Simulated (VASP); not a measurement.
Band structure of BN (wurtzite). Calculation: vdW-DF2, VASP's PBE PAW potentials (set 64) (plane waves; VASP).

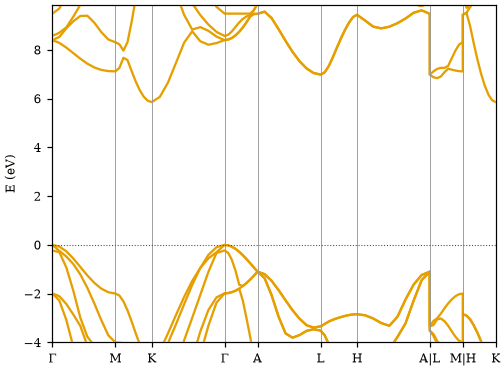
Bands along high-symmetry lines, zero at the valence-band maximum or, without a gap, the Fermi level

**Question.** Read the plot: is there a gap, and where are the band edges?

**Answer.** The gap is indirect, 5.86 eV, from the valence maximum at Γ to the conduction minimum at K. (Edges off the drawn lines would not show.)

The compound is BN in the wurtzite structure, a metastable high-pressure form. It was relaxed first.
